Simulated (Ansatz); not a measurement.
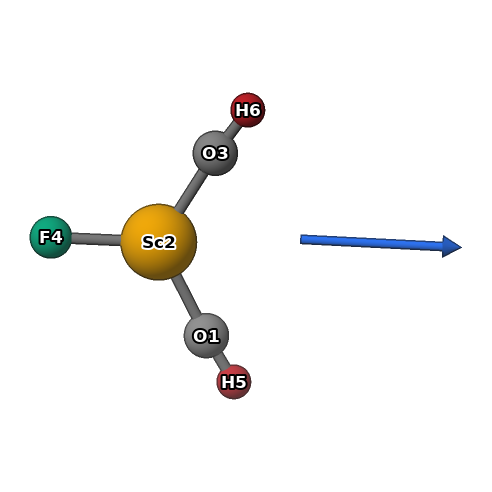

The arrow beside the molecule shows the direction of the dipole moment, from the negative to the positive end (its length means nothing). The species is neutral and a spin singlet. The computed structure is the end point of a PBE0-D4/def2-TZVP optimisation. No frequency run is at hand to confirm it as a minimum. Properties computed with RKS PBE0-D4/def2-TZVP (Ansatz 0.2.0).

How large is the dipole moment?

2.63 D; it points from the side of F4 to the side of H5, H6 (the outermost atoms at the two ends).
